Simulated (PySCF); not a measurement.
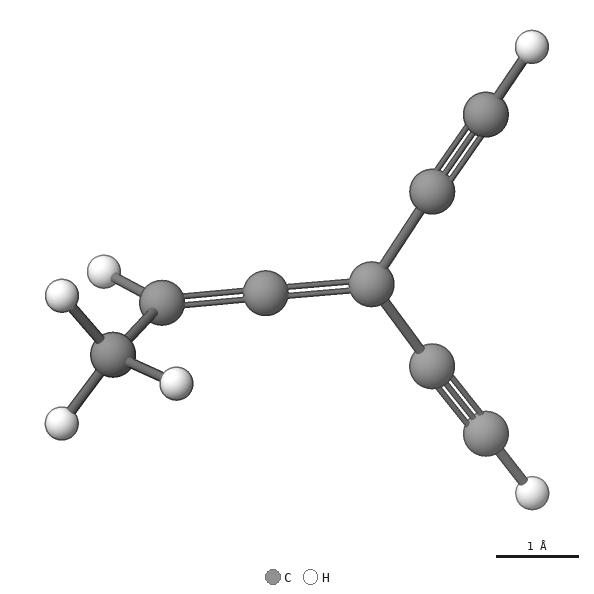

Ball-and-stick drawing of a structure. Multiple sticks mark multiple bonds (one Kekulé form).

The computed structure is the end point of a GFN2-xTB optimisation. No frequency run is at hand to confirm it as a minimum.

Description:

It has 14 atoms: 8 carbon and 6 hydrogen (C8H6). SMILES: `C#CC(=C=CC)C#C`. It has no ring. Among its groups: alkyne. The point group is Cs. Coordination: 5 C linear; 2 C trigonal planar; 1 C tetrahedral.

More results for the same structure follow; atom numbers are the same in all pictures, views and colours differ.

**Shape**

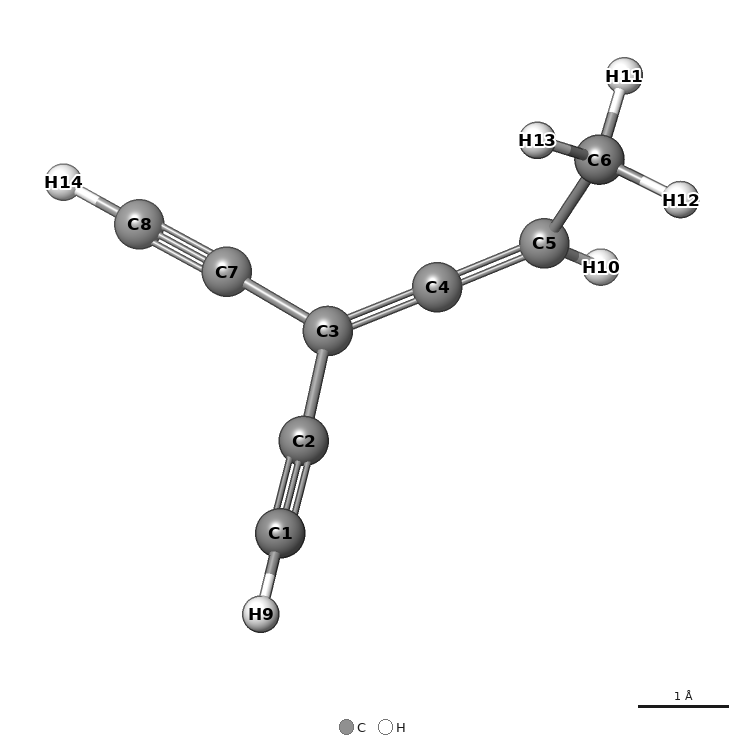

No frequency run is at hand to confirm it as a minimum.

Which atoms are bonded, and how long are the bonds?

```tsv
bond	length (Å)	order
C1–C2	1.200	triple
C1–H9	1.049	single
C2–C3	1.422	single
C3–C4	1.316	double
C3–C7	1.422	single
C4–C5	1.293	double
C5–C6	1.500	single
C5–H10	1.085	single
C6–H11	1.089	single
C6–H12	1.090	single
C6–H13	1.087	single
C7–C8	1.200	triple
C8–H14	1.049	single
```

**Electronic properties**

No frequency run is at hand to confirm it as a minimum. Level of theory: PBE0/def2-SVPD, gas phase (PySCF 2.14.0). Excitations: vertical, linear response.

Computed properties:

- dipole moment: 1.59 D
- HOMO energy (Kohn–Sham orbital): −6.83 eV
- LUMO energy (Kohn–Sham orbital): −1.24 eV
- HOMO–LUMO gap: 5.59 eV
- mean static polarisability: 101.0 bohr³
- lowest vertical singlet excitation: 4.89 eV
- its oscillator strength: 0.000
- brightest of the 6 lowest singlets: 5.17 eV
- its oscillator strength: 0.38

**Charges**

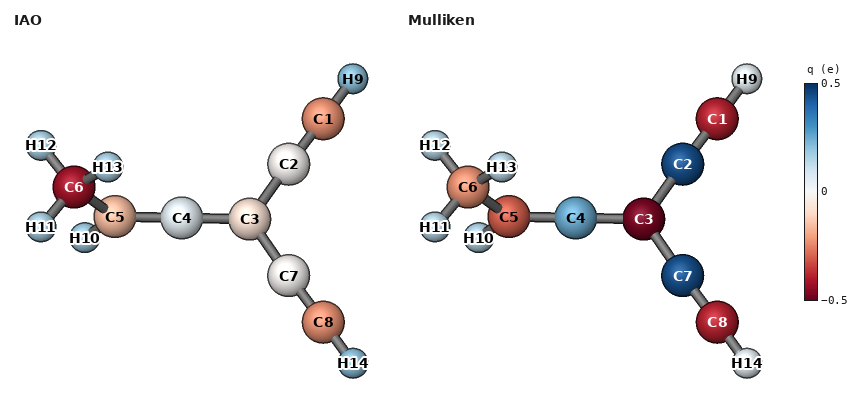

Atomic charges of one calculation by 2 schemes, on one colour scale. No frequency run is at hand to confirm it as a minimum. Level of theory: PBE0/pcSseg-1 (PySCF 2.14.0).

Which scheme gives the most polar picture (largest mean size of the charges)?

The Mulliken charges are the largest in size here.

On which atom do the schemes disagree most?

On C2 (from −0.01 to 0.44 e); C7 (from −0.01 to 0.44 e).

List the charges (e), one line for each set of equivalent atoms.

| atom | IAO | Mulliken |
| --- | --- | --- |
| C1, C8 | −0.22 | −0.38 |
| C2, C7 | −0.01 | 0.44 |
| C3 | −0.07 | −0.47 |
| C4 | 0.05 | 0.25 |
| C5 | −0.16 | −0.30 |
| C6 | −0.42 | −0.22 |
| H9, H14 | 0.20 | 0.05 |
| H10 | 0.17 | 0.14 |
| H11, H12 | 0.16 | 0.13 |
| H13 | 0.16 | 0.13 |

**NMR shielding**

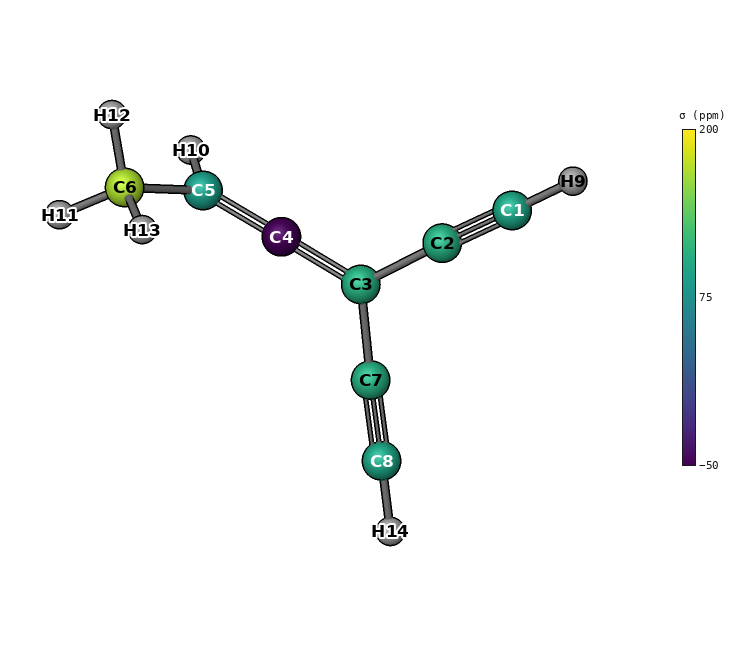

Atoms are coloured by their isotropic NMR shieldings (C only, the others grey). No frequency run is at hand to confirm it as a minimum. Level of theory: GIAO PBE0/pcSseg-1 NMR shielding, non-relativistic, gas phase (PySCF 2.14.0).

List the isotropic NMR shieldings of the C atoms.

```
atom  σ (ppm)
  C1     97.4
  C2    106.6
  C3    107.7
  C4    −49.0
  C5     89.2
  C6    169.5
  C7    106.6
  C8     97.4
```

Mulliken values depend strongly on the basis set and can even reverse the polarity of a bond.
